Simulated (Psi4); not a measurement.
# OH− (hydroxide): wB97M-V/cc-pVQZ (sweep point 3)

Aim: the vertical electron affinity of OH− (hydroxide) at wB97M-V/cc-pVQZ (sweep point 3), from 2 runs. 

The calculation is run with Psi4 1.11.

### 1 Starting point

OH− has 2 atoms, charge -1, and is taken as a singlet. SMILES: `[OH-]`. The coordinates come from a PBE0-D4/def2-TZVPD relaxation.

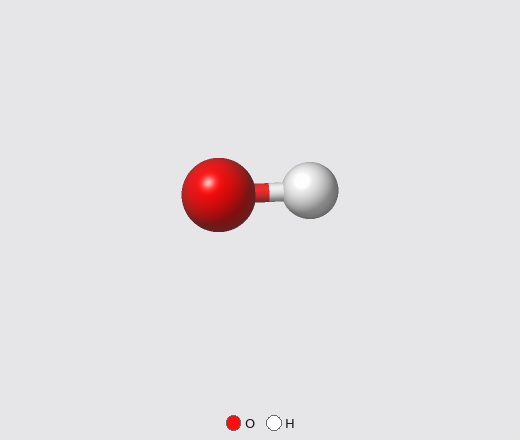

The structure, seen from a chosen angle (oxygen red, hydrogen white).

### 2 A single-point energy at wB97M-V/cc-pVQZ (sweep point 3)

job.inp

```
memory 1.6 GB

molecule {
  -1 1
  O      0.77818922    -0.24906590     0.40156680
  H     -0.77818922     0.24906590    -0.40156680
  units bohr
  symmetry c1
}

set puream true
set scf_type pk
set dft_radial_points 99
set dft_spherical_points 590

E = energy("wb97m-v/cc-pVQZ")
```

Run with:

```
$ psi4 -i job.inp -o job.out -n 1
```

job.out, shortened:

```text
[...]
  Running in c1 symmetry.
[...]
  Nuclear repulsion =    4.393567041470714
[...]
  Multiplicity = 1
[...]
  Nalpha       = 5
  Nbeta        = 5
[...]
    Number of basis functions: 85
[...]
   @RKS iter   1:   -75.49930314536863   -3.16550e-01   1.00893e-02 DIIS/ADIIS
[...]
   @RKS iter   7:   -75.78321372597033   -2.78357e-08   4.05784e-07 DIIS
[...]
    Orbital Energies [Eh]
    ---------------------
    Doubly Occupied:
       1A    -18.905561     2A     -0.667931     3A     -0.151201
       4A     -0.012084     5A     -0.012084
[...]
  @RKS Final Energy:   -75.78321372597033
   => Energetics <=
    Nuclear Repulsion Energy =              4.3935670414707140
    One-Electron Energy =                -116.7731546698046827
    Two-Electron Energy =                  43.1060805320656257
    DFT Exchange-Correlation Energy =      -6.5518964282290808
    Empirical Dispersion Energy =           0.0000000000000000
    VV10 Nonlocal Energy =                  0.0421897985271013
    Total Energy =                        -75.7832137259703131
[...]
 Multipole Moments:
 ------------------------------------------------------------------------------------
     Multipole            Electronic (a.u.)      Nuclear  (a.u.)        Total (a.u.)
 ------------------------------------------------------------------------------------
 L = 1.  Multiply by 2.5417464519 to convert [e a0] to [Debye]
 Dipole X            :          0.0000000            0.0000000            0.0000000
 Dipole Y            :         -0.0000000            0.0000000           -0.0000000
 Dipole Z            :          0.3944173           -0.8494811           -0.4550639
 Magnitude           :                                                    0.4550639
[...]
```

Wall time 25 s (1 thread of Intel Xeon Platinum 8259CL at 2.50GHz (Skylake/Cascade Lake), shared host); peak memory 1.1 GiB.

### 3 Doublet [OH]2− at the same level

calc.in

```
memory 1.6 GB

molecule geom {
  -2 2
  O      0.77818922    -0.24906590     0.40156680
  H     -0.77818922     0.24906590    -0.40156680
  units bohr
  symmetry c1
}

set reference uks
set puream true
set scf_type pk
set dft_radial_points 99
set dft_spherical_points 590
set maxiter 150

energy_value, wavefunction = energy('wb97m-v/cc-pVQZ', return_wfn=True)
print_variables()
```

Run with:

```
$ psi4 -n 1 calc.in calc.out
```

calc.out, shortened:

```text
[...]
  Running in c1 symmetry.
[...]
  Nuclear repulsion =    4.393567041470714
[...]
  Multiplicity = 2
[...]
  Nalpha       = 6
  Nbeta        = 5
[...]
    Number of basis functions: 85
[...]
   @UKS iter   1:   -75.01321171179578    1.69541e-01   1.15383e-02 DIIS/ADIIS
[...]
   @UKS iter   9:   -75.42664456825547   -1.66984e-08   2.60482e-07 DIIS
[...]
   @S^2 Observed:                7.511205390E-01
[...]
    Orbital Energies [Eh]
    ---------------------
    Alpha Occupied:
       1A    -18.658704     2A     -0.420654     3A      0.088244
       4A      0.228512     5A      0.228512     6A      0.372032
    Alpha Virtual:
       7A      0.892498     8A      0.900620     9A      1.052903
      10A      1.052903    11A      1.116961    12A      1.116961
      13A      1.255957    14A      1.499840    15A      1.734951
      16A      1.734951    17A      1.802642    18A      1.948528
      19A      1.948528    20A      2.237503    21A      2.688351
      22A      2.688354    23A      2.809072    24A      2.809072
      25A      2.989750    26A      2.996427    27A      2.996427
[...]
  @UKS Final Energy:   -75.42664456825547
   => Energetics <=
    Nuclear Repulsion Energy =              4.3935670414707140
    One-Electron Energy =                -118.8656732126961515
    Two-Electron Energy =                  45.5969379032335596
    DFT Exchange-Correlation Energy =      -6.5964710182303907
    Empirical Dispersion Energy =           0.0000000000000000
    VV10 Nonlocal Energy =                  0.0449947179668027
    Total Energy =                        -75.4266445682554689
[...]
 Multipole Moments:
 ------------------------------------------------------------------------------------
     Multipole            Electronic (a.u.)      Nuclear  (a.u.)        Total (a.u.)
 ------------------------------------------------------------------------------------
 L = 1.  Multiply by 2.5417464519 to convert [e a0] to [Debye]
 Dipole X            :          0.0000000            0.0000000            0.0000000
 Dipole Y            :         -0.0000000            0.0000000           -0.0000000
 Dipole Z            :          2.4210652           -0.8494811            1.5715841
 Magnitude           :                                                    1.5715841
[...]
```

Wall time 33 s (1 thread of Intel Xeon Platinum 8259CL at 2.50GHz (Skylake/Cascade Lake), shared host); peak memory 1.1 GiB.

### 4 Outcome

At wB97M-V/cc-pVQZ (sweep point 3):

| quantity | value |
| --- | --- |
| singlet OH−: total energy | -75.78321 Eh |
| singlet OH−: HOMO energy | -0.33 eV |
| singlet OH−: LUMO energy | 9.21 eV |
| singlet OH−: HOMO–LUMO gap (to an unbound level, set by the basis) | 9.54 eV |
| doublet [OH]2−: total energy | -75.42664 Eh |
| doublet [OH]2−: HOMO energy (highest over α and β) | 10.12 eV |
| doublet [OH]2−: LUMO energy (lowest over α and β) | 15.73 eV |
| doublet [OH]2−: ⟨S²⟩ | 0.751 |
| vertical electron affinity (to the doublet dianion) | -9.703 eV |

In words: The dianion lies 9.70 eV (224 kcal/mol) above the anion: the electron isn't bound at this level, and such a value depends on the basis. Without diffuse functions anions come out too high. The HOMO (doublet [OH]2−) lies at positive energy, 10.12 eV; only total energies tell whether the electron is bound.
